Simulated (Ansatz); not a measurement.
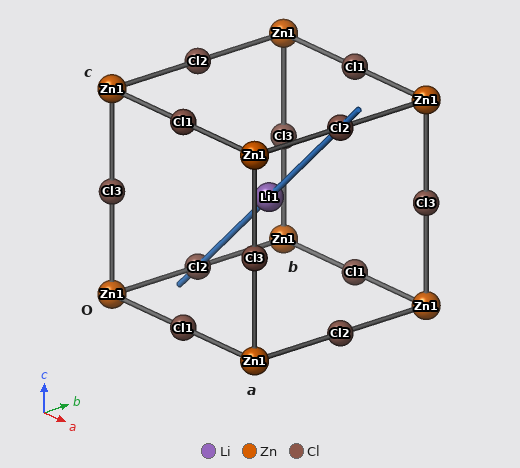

The coloured rod is the axis of a symmetry operation of the crystal. Crystal: LiZnCl₃, the input geometry of an electronic-structure calculation (not necessarily at equilibrium); the starting structure was generated, so it need not be a known form of this composition. All values are computed from the atomic coordinates in the standard setting (tolerance 0.002 Å).

a = 4.890 Å, b = 4.890 Å, c = 4.890 Å, α = 90.00°, β = 90.00°, γ = 90.00°.

```tsv
atom	x	y	z
Li1	0.5000	0.5000	0.5000
Zn1	0.0000	0.0000	0.0000
Cl1	0.5000	0.0000	0.0000
Cl2	0.0000	0.5000	0.0000
Cl3	0.0000	0.0000	0.5000
```

Take the operation x, y, z → z, −y+1, x.

**What kind of operation is it, and where does it lie?**

It is a 2-fold rotation, about the line along [1 0 1] through (1/2, 1/2, 1/2).

**Onto which atom does it carry each atom (up to whole multiples of a, b and c)?**

Li1 → Li1, Zn1 → Zn1, Cl1 → Cl3, Cl2 → Cl2, Cl3 → Cl1.
